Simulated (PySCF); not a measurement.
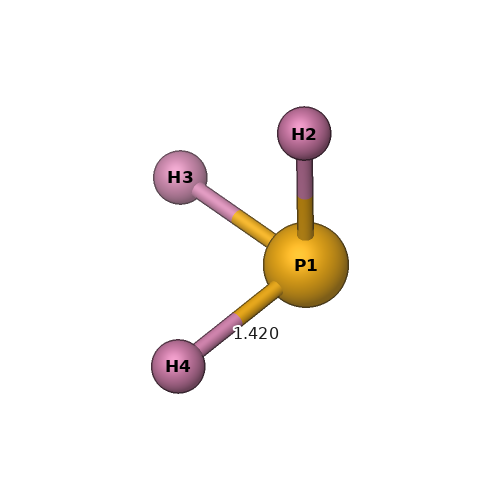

Bond lengths are marked in Å; every bond is drawn as one stick. The computed structure is the end point of a PBE0-D3(BJ)/def2-TZVP optimisation. No frequency run is at hand to confirm it as a minimum.

**Assign a bond order to each marked bond.**

P1–H4 single.

**Give the structure as SMILES.**

P
